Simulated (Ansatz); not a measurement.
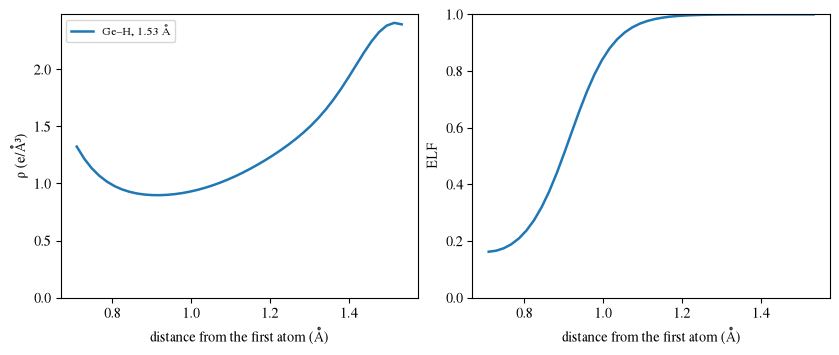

The picture shows: GeH4. Total electron density and electron localisation function along straight lines between neighbouring atoms. The curves leave out the atomic cores.

Geometry: PBE0-D4/def2-TZVP.

Level of theory: Ansatz, RKS PBE0-D4/def2-TZVPPD.

```yaml
atoms:
  - { symbol: Ge, position_ang: [-0.2132, 0.1677, 1.9246] }
  - { symbol: H, position_ang: [-0.2629, 1.5596, 1.2809] }
  - { symbol: H, position_ang: [-0.3866, 0.2998, 3.4435] }
  - { symbol: H, position_ang: [1.1395, -0.4887, 1.6190] }
  - { symbol: H, position_ang: [-1.3428, -0.6998, 1.3540] }
```

### What can be read from the curves?

Ge–H (1.53 Å): ρ is about 1.1 e/Å³ halfway; the ELF climbs to about 1 towards the hydrogen.
